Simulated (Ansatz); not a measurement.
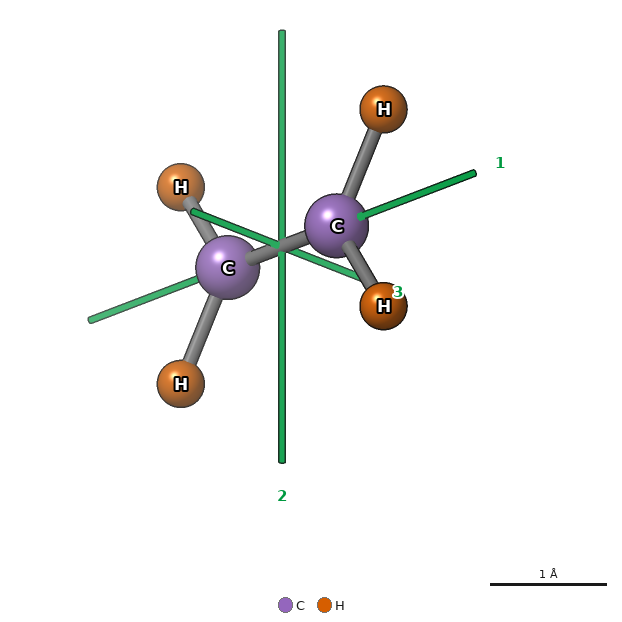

The three principal axes of inertia are drawn and numbered. Atoms fade into the background with distance from the viewer. The geometry was computed by an optimisation with PBE0-D4/def2-TZVP. Masses are those of the most abundant isotopes; constants are for the rigid equilibrium geometry.

> Which line is the a axis (least moment of inertia), which b and which c?

a is line 1, b is line 2, c is line 3; the moments are 3.43, 16.6, 20.0 u Å².

> Classify the rotor and give the rotational constants (GHz).

An asymmetric top (D2h): A = 147, B = 30.4, C = 25.2 GHz. Ray's parameter κ is −0.91, close to the prolate limit.
